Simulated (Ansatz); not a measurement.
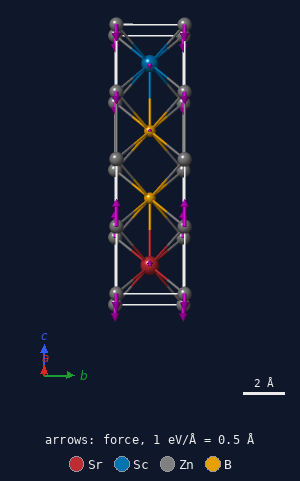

Starting geometry of crystalline SrScZn4B2 (a generated structure, set up in P4mm) (coarse preliminary run) with the computed forces as purple arrows. The picture is a ball-and-stick view of the cell of the calculation, seen from a free direction.

Theory: Ansatz, DFT PBE, scalar-relativistic, plane waves, PAW.

Input
```yaml
crystal:
  lattice:
    - [3.33535251, 0.0, 0.0]
    - [0.0, 3.33535251, 0.0]
    - [0.0, 0.0, 13.34141002]
  atoms:
    - { symbol: Sr, position: [0.5, 0.5, 0.125] }
    - { symbol: Sc, position: [0.5, 0.5, 0.875] }
    - { symbol: Zn, position: [0.0, 0.0, 0.0] }
    - { symbol: Zn, position: [0.0, 0.0, 0.25] }
    - { symbol: Zn, position: [0.0, 0.0, 0.5] }
    - { symbol: Zn, position: [0.0, 0.0, 0.75] }
    - { symbol: B, position: [0.5, 0.5, 0.375] }
    - { symbol: B, position: [0.5, 0.5, 0.625] }
basis:
  ecutwfc: 420
kpoints:
  mp_grid: { grid: [6, 6, 2] }
hamiltonian:
  xc: pbe
scf:
  occupations: { method: gaussian, width: 0.1 }
  lower_state_search: "off"
output:
  forces: true
  stress: true
  eigenvalues: true
relax:
  adjacent_minimum: "off"
  f_tol: 0.04
  max_steps: 70
  cell: { stress_tol: 0.4 }
```

Launched with:
```bash
ansatz run input.yaml --threads 1 --pin off --max-ram 2560MiB --backend cpu --events-out ev --progress --plain --runs-dir out
```

Is this structure relaxed? If not, where do the atoms go?

Answer. It isn't relaxed: the largest force vector, on Zn4, is 2.75 eV/Å. The final displacements follow the starting forces only in part (cosine between the two patterns 0.46). The energy falls by 4.519 eV per cell of the calculation in 22 accepted moves (23 points after the start). Largest force component: 2.7 eV/Å at the start, 0.013 eV/Å at the end. The pressure goes from −0.71 to 0.06 GPa. The SCF was repeated once at an unchanged geometry on a basis and grid sized afresh for the cell, which shifted the energy by 1.6 meV per cell of the calculation at most. The largest move relative to the cell is that of B7, 2.00 Å along +c. By element the largest moves are B 2.00 Å, Zn 0.90 Å, Sc 0.76 Å, Sr 0.16 Å. Cell: a = b 3.335 → 3.246 Å (−2.7 %), c 13.341 → 13.614 Å (+2.0 %). Volume −3.4 %. Near-neighbour distances that change, for instance: Sr1–B7 3.335 → 5.565 Å, B7–B8 3.335 → 1.649 Å, Zn4–B7 2.889 → 3.889 Å, Sc2–B8 3.335 → 2.397 Å. New bonds form: B7–B8 (3.34 → 1.65 Å), Zn4–Zn5 (3.34 → 2.62 Å). Bonds break: Sr1–B7 (3.34 → 5.56 Å). Bond angles that change, for instance: Sr1–Zn4–Sr1 109.5° → 86.8°, Sr1–Zn4–Sr1 70.5° → 58.2°, Sc2–Zn6–Sc2 109.5° → 102.5°. The space group stays P4mm (No. 99).
